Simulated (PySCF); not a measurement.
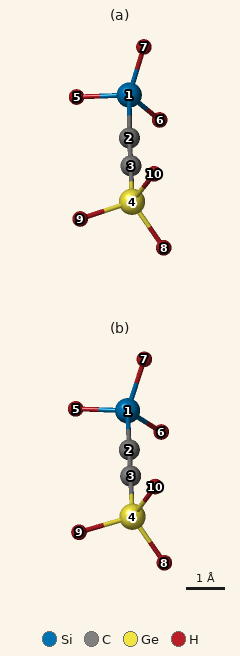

The structure of C$_{2}$H$_{6}$GeSi before (top) and after (bottom) a relaxation, at one scale.

The picture is a ball-and-stick view, seen from a free direction.

The start comes from GFN2-xTB. Its atoms were then displaced at random by about 0.03 Å.

Computed with PBE0-D3(BJ)/def2-SVP geometry optimisation, gas phase in PySCF. 

What changed between the two?

Answer. The atom that moves furthest after the best rigid fit is Ge4 (0.11 Å). Largest moves by element: Ge 0.11 Å, Si 0.09 Å, C 0.08 Å, H 0.06 Å. Near-neighbour distances that change, for instance: C3–Ge4 1.737 → 1.903 Å, Si1–C2 1.932 → 1.834 Å, Si1–H7 1.407 → 1.492 Å, Si1–H6 1.434 → 1.492 Å. Bond angles that change, for instance: H6–Si1–H7 117.4° → 109.3°, H9–Ge4–H10 104.2° → 110.3°, C2–Si1–H5 103.6° → 109.5°. Over 6 geometry steps the energy falls by 0.643 eV. Cost: 24 s on 1 thread of Arm Neoverse V2 (shared host).
